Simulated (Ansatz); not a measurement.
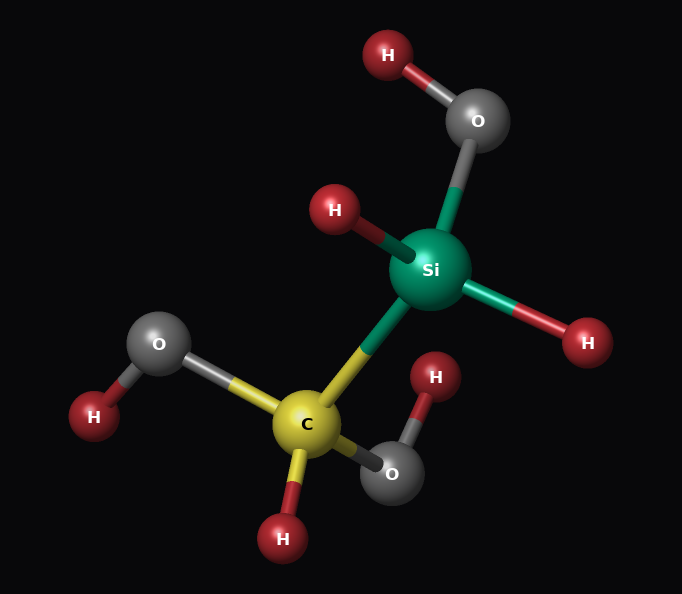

Ball-and-stick drawing of a structure.

**Give the formula.**

CH6O3Si, 11 atoms: 1 carbon, 6 hydrogen, 3 oxygen and 1 silicon.

**Write the SMILES.**

O[SiH2]C(O)O

**Count the bonded pairs by element.**

3 O–H, 2 C–O, 2 Si–H, 1 O–Si, 1 C–Si, 1 C–H.

**Describe its rings.**

It has no ring.

The parts below concern this one geometry. Atoms keep their numbers from picture to picture. The geometry was computed by an optimisation with PBE0-D4/def2-TZVP. No frequency run is at hand to confirm it as a minimum.

**Geometry**

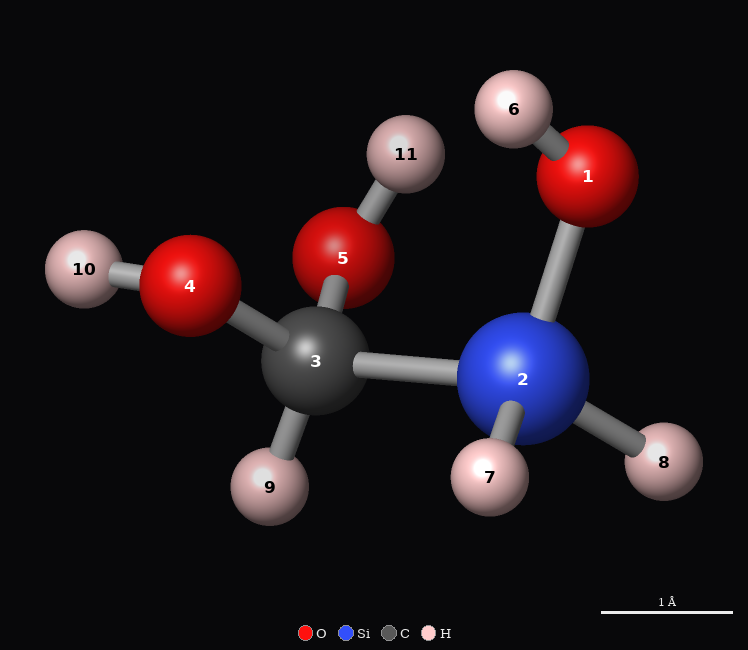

Atoms carry their numbers in the input. No frequency run is at hand to confirm it as a minimum.

**What is the geometry at O1?**

O1 has 2 neighbours (Si2 at 1.65, H6 at 0.96 Å); the arrangement is bent.

**Describe the coordination of atom 5.**

O5 has 2 neighbours (C3 at 1.41, H11 at 0.96 Å); the arrangement is bent.

**What is the geometry at Si2?**

Si2 has 4 neighbours (O1 at 1.65, C3 at 1.90, H7 at 1.49, H8 at 1.48 Å); the arrangement is tetrahedral.

**What is the geometry at C3?**

C3 has 4 neighbours (Si2 at 1.90, O4 at 1.41, O5 at 1.41, H9 at 1.10 Å); the arrangement is tetrahedral.

**What is the dihedral angle O1–Si2–C3–O4?**

67° in size, that is gauche.

**Dipole moment**

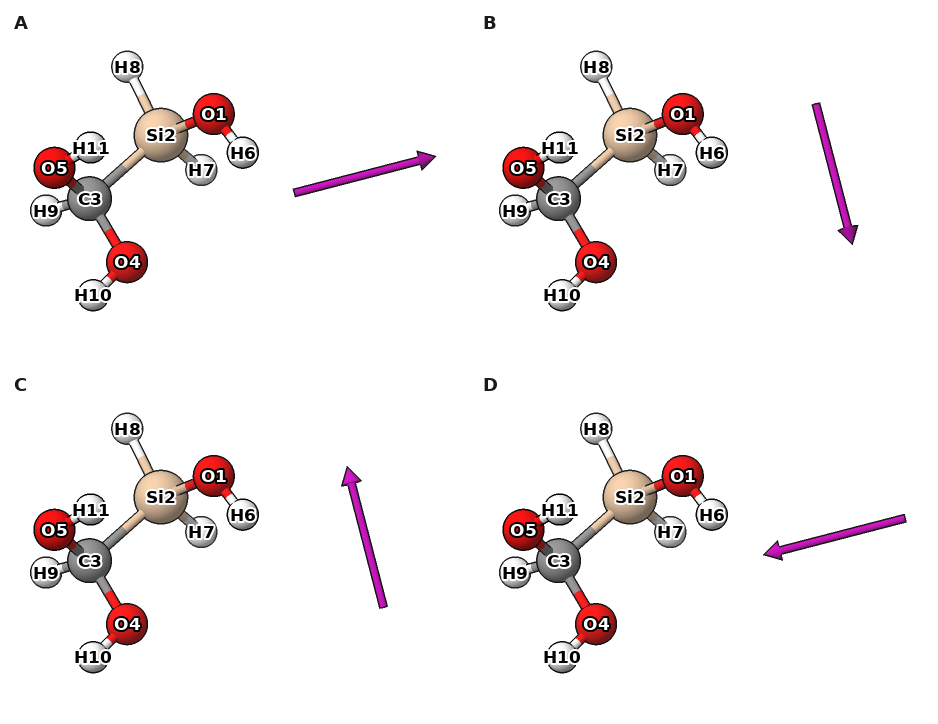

The same molecule four times, each with an arrow. No frequency run is at hand to confirm it as a minimum. Method: RKS B3LYP-D4/def2-TZVPP (Ansatz 0.2.0).

**Which arrow points along the dipole moment, from the negative to the positive end?**

B. The dipole moment is 1.30 D; it points from the side of H8 to the side of H10 (the outermost atoms at the two ends).

**Levels of theory compared**

No frequency run is at hand to confirm it as a minimum. Program: Ansatz 0.2.0.

Tabulate HOMO–LUMO gap (eV) at these levels: B3LYP-D4/def2-TZVPP; PBE-D4/def2-TZVPP; PBE0-D4/def2-TZVPP; r2SCAN-D4/def2-TZVPP; ωB97M-V/def2-TZVPP; ωB97X-V/def2-TZVPP.

```json
{"level": "B3LYP-D4/def2-TZVPP", "HOMO–LUMO gap (eV)": "7.24"}
{"level": "PBE-D4/def2-TZVPP", "HOMO–LUMO gap (eV)": "5.35"}
{"level": "PBE0-D4/def2-TZVPP", "HOMO–LUMO gap (eV)": "7.73"}
{"level": "r2SCAN-D4/def2-TZVPP", "HOMO–LUMO gap (eV)": "6.15"}
{"level": "ωB97M-V/def2-TZVPP", "HOMO–LUMO gap (eV)": "11.67"}
{"level": "ωB97X-V/def2-TZVPP", "HOMO–LUMO gap (eV)": "12.15"}
```

**Charges**

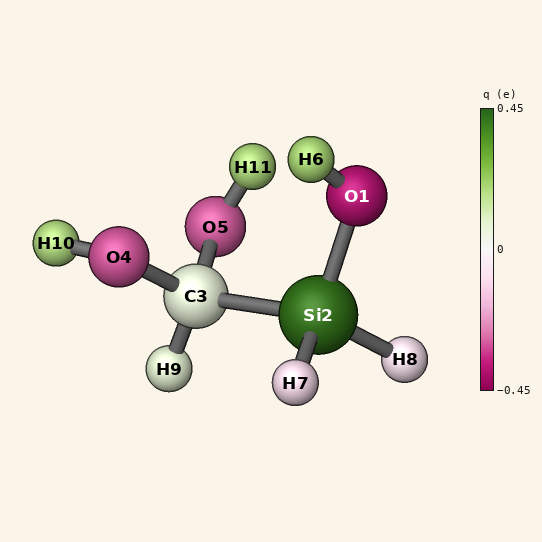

Atoms are coloured by their Mulliken charges. No frequency run is at hand to confirm it as a minimum. Level of theory: RKS PBE-D4/def2-TZVPP (Ansatz 0.2.0).

**Which atom carries the highest charge (most positive or least negative)?**

Si2 (0.42 e).

**And the lowest?**

O1 (−0.38 e).

Give the Mulliken charges atom by atom.

```json
{"atom": "O1", "value (e)": "−0.38"}
{"atom": "Si2", "value (e)": "0.42"}
{"atom": "C3", "value (e)": "0.06"}
{"atom": "O4", "value (e)": "−0.30"}
{"atom": "O5", "value (e)": "−0.29"}
{"atom": "H6", "value (e)": "0.20"}
{"atom": "H7", "value (e)": "−0.09"}
{"atom": "H8", "value (e)": "−0.07"}
{"atom": "H9", "value (e)": "0.08"}
{"atom": "H10", "value (e)": "0.18"}
{"atom": "H11", "value (e)": "0.19"}
```

Mulliken values depend strongly on the basis set and can even reverse the polarity of a bond.
